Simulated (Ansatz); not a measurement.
**FGaH₂S (built from SMILES [F][GaH][SH]): search for a transition state**

Aim: find the saddle point of a 1,2-elimination that is to form F2–H4 and break Ga1–F2, S3–H4, prove it by its vibrations, and relax downhill on both sides to see what it joins.

Program: Ansatz 0.2.0, Gaussian basis. Level of theory: PBE0-D4, def2-SVP first, then def2-TZVP. These are calculated values, not measurements.

90 further runs of the same task are left out: 90 set aside as unsound or not needed.

**1. The starting structure**

The guess: 5 atoms, charge 0, spin multiplicity 1.

Atoms are counted from 1 here; the program's logs count them from 0.

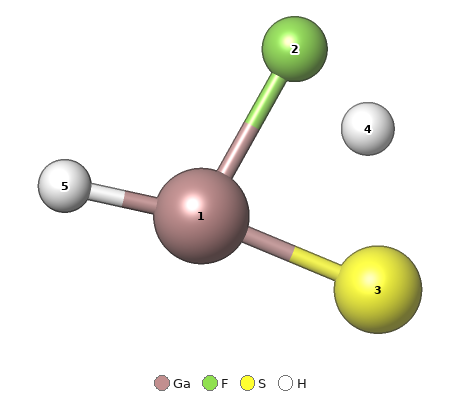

The starting geometry (gallium pink, fluorine green, sulfur yellow, hydrogen white); atoms are numbered from 1 in the order of the file.

Geometry (Å):

```
Ga   -0.7693    0.1053   -0.2556
F     1.0958    0.7599    0.5340
S     0.1990   -1.8018   -0.2752
H     1.1745   -0.4266    0.3307
H    -1.7001    1.3632   -0.3339
```

Distances that are to change: F2–H4 1.21 Å, Ga1–F2 2.13 Å, S3–H4 1.79 Å.

**2. Constrained relaxation of the guess**

Contents of hold/in.yaml:

```yaml
crystal:
  periodic: [false, false, false]
  atoms:
    - {symbol: Ga, position_ang: [-0.769300, 0.105300, -0.255600]}
    - {symbol: F, position_ang: [1.095800, 0.759900, 0.534000]}
    - {symbol: S, position_ang: [0.199000, -1.801800, -0.275200]}
    - {symbol: H, position_ang: [1.174500, -0.426600, 0.330700]}
    - {symbol: H, position_ang: [-1.700100, 1.363200, -0.333900]}
basis:
  gaussian: {orbitals: def2-SVP}
hamiltonian: {xc: pbe0, dispersion: d4}
relax: {f_tol: 0.08, max_steps: 120, escape_saddle: false, constraints: [{distance: [1, 3]}, {distance: [0, 1]}, {distance: [2, 3]}]}
```

Command:

```sh
$ ansatz run in.yaml --threads 2 --pin off --events-out ev --progress --plain --max-ram 4352MiB
```

The log of the run (excerpt; [...] marks lines left out):

```text
Functional definition: PBE0
  name "PBE0"
  cite "Adamo & Barone, J. Chem. Phys. 110, 6158 (1999) doi:10.1063/1.478522"
  cite "Perdew, Burke & Ernzerhof, Phys. Rev. Lett. 77, 3865 (1996) doi:10.1103/PhysRevLett.77.3865"
  parent pbe
[...]
762 factors; integrals over basis functions are off by at most 3.1e-4 eV
[...]
mean field -65937.89968006 eV, -2423.1731189285 hartree, gradient 1.8e-5 eV, S^2 0.000000; 0 other end points of the search recorded, 0 dependent functions left out
[...]
reference -65937.89970444 eV, -2423.1731198245 hartree; 29, 29 occupied and 45, 45 virtual orbitals, 762 factors
relax step   1: F+E_penalty+E_count = -65937.97748829 eV  Δ(F+E_penalty+E_count) = +0.000e0 eV  max|allowed force component| = 6.960e-1 eV/Å  Δτ_max = 0.0000 Å  (26 SCF iters, accepted)
[...]
relax step   2: F+E_penalty+E_count = -65938.01278721 eV  Δ(F+E_penalty+E_count) = -3.530e-2 eV  max|allowed force component| = 8.487e-2 eV/Å  Δτ_max = 0.0524 Å  (30 SCF iters, accepted)
[...]
relax step   3: F+E_penalty+E_count = -65938.01377579 eV  Δ(F+E_penalty+E_count) = -9.886e-4 eV  max|allowed force component| = 3.809e-2 eV/Å  Δτ_max = 0.0160 Å  (31 SCF iters, accepted)
  distance F 1 - H 3 held at 1.206361 Å   reaction = +1.3018e0 eV/Å
  distance Ga 0 - F 1 held at 2.128513 Å   reaction = +8.3364e-1 eV/Å
  distance S 2 - H 3 held at 1.791617 Å   reaction = +6.1749e-1 eV/Å
762 factors; integrals over basis functions are off by at most 3.2e-4 eV
[...]
mean field -65937.93554828 eV, -2423.1744370614 hartree, gradient 8.0e-6 eV, S^2 0.000000; 1 other end points of the search recorded, 0 dependent functions left out
[...]
reference -65937.93557263 eV, -2423.1744379561 hartree; 29, 29 occupied and 45, 45 virtual orbitals, 762 factors
Total energy: -65938.01380014 eV, -2423.1773127640 hartree
Atom 0 at    -0.752476     0.112606    -0.243708 Å, force     0.696105     0.285219     0.302421 eV/Å
Atom 1 at     1.117018     0.760609     0.540928 Å, force    -0.680485    -1.551966    -0.542794 eV/Å
Atom 2 at     0.158378    -1.762223    -0.283734 Å, force     0.373571     0.457695     0.217806 eV/Å
Atom 3 at     1.180111    -0.426057     0.333204 Å, force    -0.382140     0.801062     0.023999 eV/Å
Atom 4 at    -1.703131     1.315065    -0.346690 Å, force    -0.007051     0.007990    -0.001431 eV/Å
Dipole moment:    -0.441048     0.340605    -0.090278 e Å
```

It took 6.5 s on 2 threads, shared host.

Along the way:

```
step  energy from step 1 (eV)  largest force component (eV/Å)
   1                   0.0000                          0.6960
   2                  -0.0353                          0.0849
   3                  -0.0363                          0.0381
```

Close pairs (by a distance rule), those that changed most:

```
  bond  before (Å)  after (Å)  change (Å)
Ga1–S3       2.139      2.085      -0.054
Ga1–H5       1.567      1.536      -0.030
Ga1–F2       2.129      2.129      +0.000
```

**3. Force constants to start from**

Contents of hessian/in.yaml:

```yaml
crystal:
  periodic: [false, false, false]
  atoms:
    - {symbol: Ga, position_ang: [-0.752476, 0.112606, -0.243708]}
    - {symbol: F, position_ang: [1.117018, 0.760609, 0.540928]}
    - {symbol: S, position_ang: [0.158378, -1.762223, -0.283734]}
    - {symbol: H, position_ang: [1.180111, -0.426057, 0.333204]}
    - {symbol: H, position_ang: [-1.703131, 1.315065, -0.346690]}
basis:
  gaussian: {orbitals: def2-SVP}
hamiltonian: {xc: pbe0, dispersion: d4}
phonons: {}
scf: {lower_state_search: off}
```

Command:

```sh
$ ansatz run in.yaml --threads 2 --pin off --events-out ev --progress --plain --max-ram 4352MiB
```

The log of the run (excerpt; [...] marks lines left out):

```text
[... 5 set-up lines as earlier in the session ...]
[...]
764 factors; integrals over basis functions are off by at most 2.9e-4 eV
[...]
mean field -65937.93556421 eV, -2423.1744376469 hartree, gradient 4.6e-6 eV, S^2 0.000000; 0 other end points of the search recorded, 0 dependent functions left out
[...]
reference -65937.93558856 eV, -2423.1744385415 hartree; 29, 29 occupied and 45, 45 virtual orbitals, 764 factors
[... from here to the last solve, the lines of the solves are left out (29 solves) ...]
764 factors; integrals over basis functions are off by at most 2.9e-4 eV
[...]
mean field -65937.93556633 eV, -2423.1744377246 hartree, gradient 9.0e-7 eV, S^2 0.000000; 0 other end points of the search recorded, 0 dependent functions left out
[...]
reference -65937.93559067 eV, -2423.1744386192 hartree; 29, 29 occupied and 45, 45 virtual orbitals, 764 factors
WARN: phonons: modes at or below zero, which the zero-point energy, F, S and C_V leave out: 1, the lowest at -1176.54 cm⁻¹. A minimum has none, and a first-order saddle one
Total energy: -65938.01381606 eV, -2423.1773133493 hartree
Atom 0 at    -0.752476     0.112606    -0.243708 Å, force     0.696028     0.285100     0.302373 eV/Å
Atom 1 at     1.117018     0.760609     0.540928 Å, force    -0.680457    -1.551983    -0.542787 eV/Å
Atom 2 at     0.158378    -1.762223    -0.283734 Å, force     0.373611     0.457850     0.217849 eV/Å
Atom 3 at     1.180111    -0.426057     0.333204 Å, force    -0.382142     0.801003     0.023985 eV/Å
Atom 4 at    -1.703131     1.315065    -0.346690 Å, force    -0.007040     0.008030    -0.001421 eV/Å
Dipole moment:    -0.441049     0.340606    -0.090278 e Å
Vibrations: -1176.54 283.17 457.32 459.06 526.84 576.65 1009.74 1475.10 2093.23 cm⁻¹, zero-point energy 0.426575 eV
Checks for a lower state left out: stability, starts, cluster_reference, orbital_swaps, neighbouring_geometries, increment
```

Wall time 28 s (2 threads, shared host).

The structure is not stationary yet, so these wavenumbers are no spectrum; the search needs only the force constants.

**4. Saddle search in the small basis**

The search itself is an outer loop (partitioned rational-function steps, Bofill update of the Hessian). Each step is one single-point run with forces. It stops when the largest force is under 0.03 eV/Å and the followed curvature is negative. The first step's input:

Contents of presaddle/in.yaml:

```yaml
crystal:
  periodic: [false, false, false]
  atoms:
    - {symbol: Ga, position_ang: [-0.752476, 0.112606, -0.243708]}
    - {symbol: F, position_ang: [1.117018, 0.760609, 0.540928]}
    - {symbol: S, position_ang: [0.158378, -1.762223, -0.283734]}
    - {symbol: H, position_ang: [1.180111, -0.426057, 0.333204]}
    - {symbol: H, position_ang: [-1.703131, 1.315065, -0.346690]}
basis:
  gaussian: {orbitals: def2-SVP}
hamiltonian: {xc: pbe0, dispersion: d4}
output: {forces: true}
scf: {lower_state_search: off}
```

Command:

```sh
$ ansatz run in.yaml --threads 2 --pin off --events-out ev --progress --plain --max-ram 4352MiB
```

The driver's record:

```
step   energy (eV)  largest force (eV/Å)  followed curvature (eV/Å²)
   1  -65938.01376                1.5520                      -11.12
   2  -65938.12498                0.4909                      -11.12
   3  -65938.13312                0.0914                      -11.15
   4  -65938.13368                0.0070                      -11.21
```

The 4 steps took 3.9 s in all (2 threads, shared host).

**5. Saddle search in triple zeta**

The search itself is an outer loop (partitioned rational-function steps, Bofill update of the Hessian). Each step is one single-point run with forces. It stops when the largest force is under 0.008 eV/Å and the followed curvature is negative. The first step's input:

Contents of saddle/in.yaml:

```yaml
crystal:
  periodic: [false, false, false]
  atoms:
    - {symbol: Ga, position_ang: [-0.727306, 0.124212, -0.232402]}
    - {symbol: F, position_ang: [1.062010, 0.701640, 0.509689]}
    - {symbol: S, position_ang: [0.194649, -1.748155, -0.268548]}
    - {symbol: H, position_ang: [1.152091, -0.402990, 0.328376]}
    - {symbol: H, position_ang: [-1.681544, 1.325293, -0.337115]}
basis:
  gaussian: {orbitals: def2-TZVP}
hamiltonian: {xc: pbe0, dispersion: d4}
output: {forces: true}
scf: {lower_state_search: off}
```

Command:

```sh
$ ansatz run in.yaml --threads 2 --pin off --events-out ev --progress --plain --max-ram 4352MiB
```

Step by step:

```
step   energy (eV)  largest force (eV/Å)  followed curvature (eV/Å²)
   1  -65951.98908                0.1110                      -11.21
   2  -65951.99015                0.0283                      -10.07
   3  -65951.99011                0.0080                       -6.07
   4  -65951.99010                0.0013                       -5.65
```

The 4 steps took 7.2 s in all (2 threads, shared host).

The point found:

```
Ga   -0.7306    0.1200   -0.2344
F     1.0725    0.7027    0.5136
S     0.1903   -1.7451   -0.2695
H     1.1472   -0.3978    0.3277
H    -1.6795    1.3202   -0.3374
```

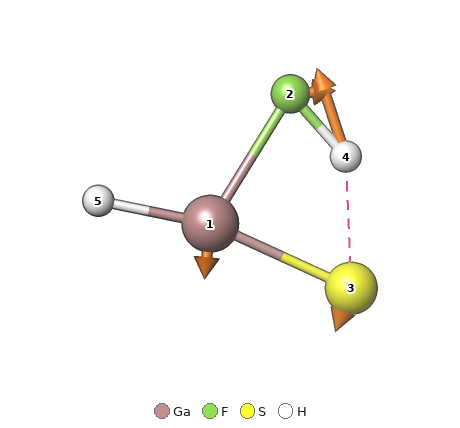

The point found; broken lines mark the pairs that react, arrows the followed mode.

**6. Checking the order of the point**

Contents of vib/in.yaml:

```yaml
crystal:
  periodic: [false, false, false]
  atoms:
    - {symbol: Ga, position_ang: [-0.730622, 0.119985, -0.234390]}
    - {symbol: F, position_ang: [1.072542, 0.702696, 0.513599]}
    - {symbol: S, position_ang: [0.190285, -1.745071, -0.269493]}
    - {symbol: H, position_ang: [1.147228, -0.397840, 0.327663]}
    - {symbol: H, position_ang: [-1.679532, 1.320230, -0.337379]}
basis:
  gaussian: {orbitals: def2-TZVP}
hamiltonian: {xc: pbe0, dispersion: d4}
phonons: {temperatures: {t_min: 298.15, t_max: 900, t_step: 200}}
```

Command:

```sh
$ ansatz run in.yaml --threads 2 --pin off --events-out ev --progress --plain --max-ram 4352MiB
```

The log of the run (excerpt; [...] marks lines left out):

```text
[... 5 set-up lines as earlier in the session ...]
[...]
928 factors; their error is unknown
[...]
mean field -65951.91155299 eV, -2423.6880457612 hartree, gradient 2.7e-5 eV, S^2 0.000000; 0 other end points of the search recorded, 0 dependent functions left out
[...]
reference -65951.91157745 eV, -2423.6880466602 hartree; 29, 29 occupied and 99, 99 virtual orbitals, 928 factors
[... from here to the last solve, the lines of the solves are left out (19 solves) ...]
928 factors; their error is unknown
mean field -65951.91154262 eV, -2423.6880453800 hartree, gradient 1.8e-6 eV, S^2 0.000000; 0 other end points of the search recorded, 0 dependent functions left out
[...]
reference -65951.91156708 eV, -2423.6880462790 hartree; 29, 29 occupied and 99, 99 virtual orbitals, 928 factors
WARN: phonons: modes at or below zero, which the zero-point energy, F, S and C_V leave out: 1, the lowest at -664.40 cm⁻¹. A minimum has none, and a first-order saddle one
Total energy: -65951.99010196 eV, -2423.6909323826 hartree
Atom 0 at    -0.730622     0.119985    -0.234390 Å, force     0.000439    -0.000089     0.000138 eV/Å
Atom 1 at     1.072542     0.702696     0.513599 Å, force     0.000028     0.001337     0.000268 eV/Å
Atom 2 at     0.190285    -1.745071    -0.269493 Å, force    -0.000600    -0.000387    -0.000286 eV/Å
Atom 3 at     1.147228    -0.397840     0.327663 Å, force     0.000135    -0.000640    -0.000076 eV/Å
Atom 4 at    -1.679532     1.320230    -0.337379 Å, force    -0.000002    -0.000221    -0.000044 eV/Å
Dipole moment:    -0.419386     0.432203    -0.064470 e Å
Vibrations: -664.40 313.51 465.80 521.11 554.03 709.73 892.11 1603.08 2096.08 cm⁻¹, zero-point energy 0.443582 eV
```

Run time: 35 s. Hardware: 2 threads, shared host.

Wavenumbers and character of the modes:

```
mode  wavenumber (cm⁻¹)                       character
   1               664i            changes F2–H4, S3–H4
   2                314                            bend
   3                466  out-of-plane bend with torsion
   4                521          Ga–S stretch with bend
   5                554          bend with Ga–S stretch
   6                710          bend with Ga–F stretch
   7                892                         torsion
   8               1603           bend with F–H stretch
   9               2096                    Ga–H stretch
```

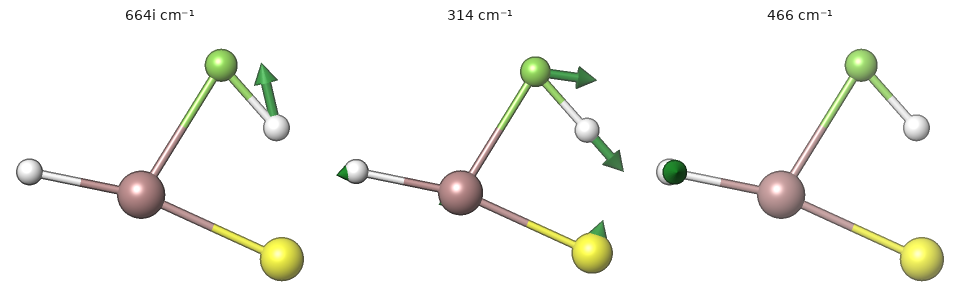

How the atoms move in 3 of the modes.

Vibrational sums (real modes only):

```
T (K)  entropy (J/mol/K)  heat capacity (J/mol/K)
  298               15.4                     28.0
  498               33.4                     41.9
  698               49.0                     49.8
  898               62.1                     54.7
```

**7. Relaxing after a step of 0.30 Å one way along the mode**

Contents of downa/in.yaml:

```yaml
crystal:
  periodic: [false, false, false]
  atoms:
    - {symbol: Ga, position_ang: [-0.848580, -0.001198, -0.299389]}
    - {symbol: F, position_ang: [1.188872, 0.614882, 0.537660]}
    - {symbol: S, position_ang: [0.069447, -1.816119, -0.325780]}
    - {symbol: H, position_ang: [1.241243, -0.126105, 0.413229]}
    - {symbol: H, position_ang: [-1.651083, 1.328540, -0.325720]}
basis:
  gaussian: {orbitals: def2-TZVP}
hamiltonian: {xc: pbe0, dispersion: d4}
relax: {f_tol: 0.005, max_steps: 200}
```

Command:

```sh
$ ansatz run in.yaml --threads 2 --pin off --events-out ev --progress --plain --max-ram 4352MiB
```

The log of the run (excerpt; [...] marks lines left out):

```text
[... 5 set-up lines as earlier in the session ...]
[...]
928 factors; their error is unknown
[...]
mean field -65950.29288926 eV, -2423.6285609661 hartree, gradient 2.6e-5 eV, S^2 0.000000; 0 other end points of the search recorded, 0 dependent functions left out
[...]
reference -65950.29291379 eV, -2423.6285618676 hartree; 29, 29 occupied and 99, 99 virtual orbitals, 928 factors
relax step   1: F+E_penalty+E_count = -65950.37072881 eV  Δ(F+E_penalty+E_count) = +0.000e0 eV  max|allowed force component| = 2.070e1 eV/Å  Δτ_max = 0.0000 Å  (27 SCF iters, accepted)
[...]
928 factors; their error is unknown
[...]
mean field -65951.97895434 eV, -2423.6905227152 hartree, gradient 5.7e-5 eV, S^2 0.000000; 1 other end points of the search recorded, 0 dependent functions left out
[...]
reference -65951.97897894 eV, -2423.6905236190 hartree; 29, 29 occupied and 99, 99 virtual orbitals, 928 factors
Total energy: -65952.05671760 eV, -2423.6933804621 hartree
Atom 0 at    -0.847806     0.008734    -0.297048 Å, force    -0.002416    -0.001117    -0.001065 eV/Å
Atom 1 at     1.183224     0.730984     0.558499 Å, force    -0.000005     0.003246    -0.000423 eV/Å
Atom 2 at     0.039987    -1.827347    -0.338256 Å, force     0.001182    -0.000628    -0.000123 eV/Å
Atom 3 at     1.287044    -0.218436     0.411112 Å, force    -0.000443    -0.002424     0.000627 eV/Å
Atom 4 at    -1.662549     1.306064    -0.334306 Å, force     0.001683     0.000923     0.000983 eV/Å
Dipole moment:    -0.339269     0.483606    -0.026480 e Å
```

Wall time 26 s (2 threads, shared host).

The steps of the relaxation:

```
step  energy from step 1 (eV)  largest force component (eV/Å)
   1                   0.0000                         20.6995
   2                  -1.6537                          0.4082
   3                  -1.6727                          0.2921
   4                  -1.6829                          0.3421
   5                  -1.6846                          0.1086
   6                  -1.6853                          0.0389
   7                  -1.6857                          0.0409
   8                  -1.6858                          0.0242
   9                  -1.6859                          0.0067
  10                  -1.6860                          0.0032
```

Distances of close pairs at the start and the end, largest changes first:

```
  bond  before (Å)  after (Å)  change (Å)
 F2–H4       0.753      0.966      +0.213
Ga1–H5       1.553      1.532      -0.021
Ga1–S3       2.034      2.040      +0.006
```

**8. Relaxing after a step of 0.30 Å the other way along the mode**

Contents of downb/in.yaml:

```yaml
crystal:
  periodic: [false, false, false]
  atoms:
    - {symbol: Ga, position_ang: [-0.612663, 0.241167, -0.169392]}
    - {symbol: F, position_ang: [0.956211, 0.790511, 0.489539]}
    - {symbol: S, position_ang: [0.311122, -1.674024, -0.213207]}
    - {symbol: H, position_ang: [1.053212, -0.669574, 0.242097]}
    - {symbol: H, position_ang: [-1.707982, 1.311920, -0.349037]}
basis:
  gaussian: {orbitals: def2-TZVP}
hamiltonian: {xc: pbe0, dispersion: d4}
relax: {f_tol: 0.005, max_steps: 200}
```

Command:

```sh
$ ansatz run in.yaml --threads 2 --pin off --events-out ev --progress --plain --max-ram 4352MiB
```

The log of the run (excerpt; [...] marks lines left out):

```text
[... 5 set-up lines as earlier in the session ...]
[...]
928 factors; their error is unknown
[...]
mean field -65952.20296045 eV, -2423.6987547878 hartree, gradient 1.6e-5 eV, S^2 0.000000; 0 other end points of the search recorded, 0 dependent functions left out
[...]
reference -65952.20298480 eV, -2423.6987556826 hartree; 29, 29 occupied and 99, 99 virtual orbitals, 928 factors
relax step   1: F+E_penalty+E_count = -65952.28228469 eV  Δ(F+E_penalty+E_count) = +0.000e0 eV  max|allowed force component| = 2.220e0 eV/Å  Δτ_max = 0.0000 Å  (26 SCF iters, accepted)
[...]
928 factors; their error is unknown
[...]
mean field -65953.24804508 eV, -2423.7371609394 hartree, gradient 8.3e-5 eV, S^2 0.000000; 1 other end points of the search recorded, 0 dependent functions left out
[...]
reference -65953.24807018 eV, -2423.7371618621 hartree; 29, 29 occupied and 99, 99 virtual orbitals, 928 factors
Total energy: -65953.32570732 eV, -2423.7400149741 hartree
Atom 0 at    -0.459390     0.460137    -0.072869 Å, force    -0.000536     0.002319    -0.001075 eV/Å
Atom 1 at     0.831516     1.458558     0.574489 Å, force    -0.000314    -0.000422     0.000130 eV/Å
Atom 2 at     0.101601    -1.638918    -0.280074 Å, force     0.001006    -0.001402     0.000270 eV/Å
Atom 3 at     1.336551    -1.407481     0.199359 Å, force    -0.000495    -0.000193    -0.000021 eV/Å
Atom 4 at    -1.810379     1.127704    -0.420906 Å, force     0.000338    -0.000302     0.000697 eV/Å
Dipole moment:    -0.213704    -0.097239    -0.093917 e Å
```

Run time: 27 s. Hardware: 2 threads, shared host.

The steps of the relaxation: (the energy doesn't fall at every step)

```
step  energy from step 1 (eV)  largest force component (eV/Å)
   1                   0.0000                          2.2199
   2                  -0.3820                          1.1492
   3                  -0.6942                          1.1529
   4                  -0.9043                          0.7050
   5                  -0.9528                          1.3618
   6                  -1.0329                          0.4746
   7                  -1.0171                          0.5429
   8                  -1.0433                          0.0300
   9                  -1.0434                          0.0088
  10                  -1.0434                          0.0065
  11                  -1.0434                          0.0023
```

Close pairs (by a distance rule), those that changed most:

```
  bond  before (Å)  after (Å)  change (Å)
Ga1–H4       1.943      2.605      +0.663
Ga1–S3       2.127      2.183      +0.056
Ga1–F2       1.788      1.756      -0.032
 S3–H4       1.329      1.345      +0.016
Ga1–H5       1.542      1.547      +0.004
```

**9. What the saddle joins**

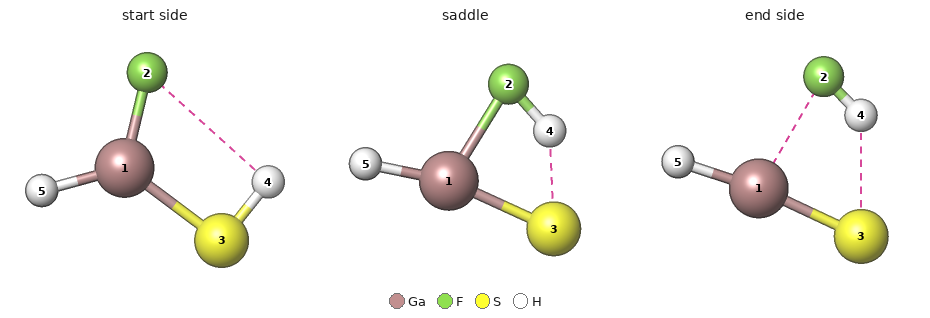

The minimum on the start side, the saddle and the minimum on the end side; broken lines mark the pairs that change.

```
  pair  start side (Å)  saddle (Å)  end side (Å)
 F2–H4           2.934       1.119         0.966
Ga1–F2           1.756       2.037         2.319
 S3–H4           1.345       1.757         2.169
```

**10. Outcome**

```
                       quantity                                      value
                 imaginary mode                                  664i cm⁻¹
    barrier from the start side                               128.9 kJ/mol
      barrier from the end side                                 6.4 kJ/mol
             energy of the step                              +122.4 kJ/mol
              pairs that change  F2–H4 formed, Ga1–F2 broken, S3–H4 broken
zero-point energy at the saddle                                   0.444 eV
```

**Reading.** The point has a single imaginary mode (664i cm⁻¹), as a transition state must. The two relaxations end on the structures that were planned. At PBE0-D4/def2-TZVP the electronic barrier is 128.9 kJ/mol, about 52 kT at 298 K, and the step runs 122.4 kJ/mol uphill. A step off the saddle overshot and began above it in energy, so the link to its end is likely but not proven. Lower complexes than these ends may exist.
